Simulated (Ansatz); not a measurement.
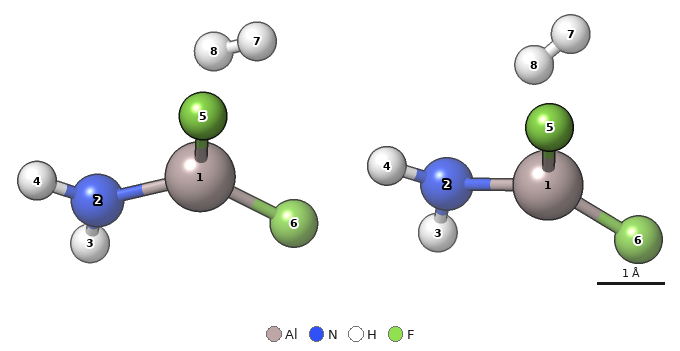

Two geometries of AlNH4F2, drawn at one scale. One is the start of a relaxation, the other its converged end. A ball-and-stick model, seen at a tilt.

All numbers below come from RKS PBE-D4/def2-mTZVP in Ansatz. Set-up: no spin polarisation; force threshold 0.03 eV/Å; at most 50 steps.

Which one is relaxed?

The left one is the relaxed one. The run prepares an end point of a later path (reaction) calculation, from a guessed geometry. Over 9 geometry steps the energy falls by 5.40 kcal/mol. Largest force component: 1.7 eV/Å at the start, 0.029 eV/Å at the end. H7 moves most after the best rigid fit: 0.51 Å. By element the largest moves are H 0.51 Å, F 0.34 Å, N 0.32 Å, Al 0.24 Å. Near-neighbour distances that change, for instance: Al1–N2 1.864 → 1.765 Å, H7–H8 0.718 → 0.758 Å, Al1–F5 1.659 → 1.665 Å. Bond angles that change, for instance: Al1–N2–H3 120.1° → 124.4°. Cost: 14 s on 2 threads of Arm Neoverse V2 (shared host), peak memory 0.15 GiB.

Limits of the set-up: the start holds two separate molecules, 2.3 Å apart at their closest, whose relative position is a soft coordinate.
